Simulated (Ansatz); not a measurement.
Take ZnF2 in the rutile structure (space group P4_2/mnm, No. 136; a = 4.717 Å, c = 3.129 Å) as the base.

The change: hydrostatic tension (pressure −1 GPa).

The values are results of DFT with PBEsol, PAW potentials and a 420 eV plane-wave cutoff in Ansatz (a first-principles code), spin-orbit coupling left out, not measurements.

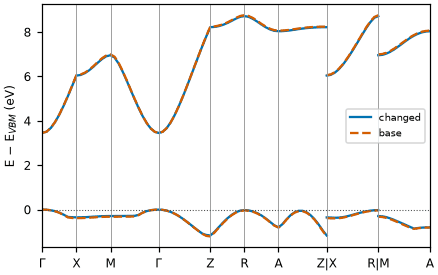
*Highest valence and lowest conduction band along the path, each from its own valence-band maximum*

Read the changed gap and its character from the plot.

About 3.5 eV, direct at Γ.

Load acts through the strain it causes; cell and atoms are relaxed under it. Stability against distortions was not tested.
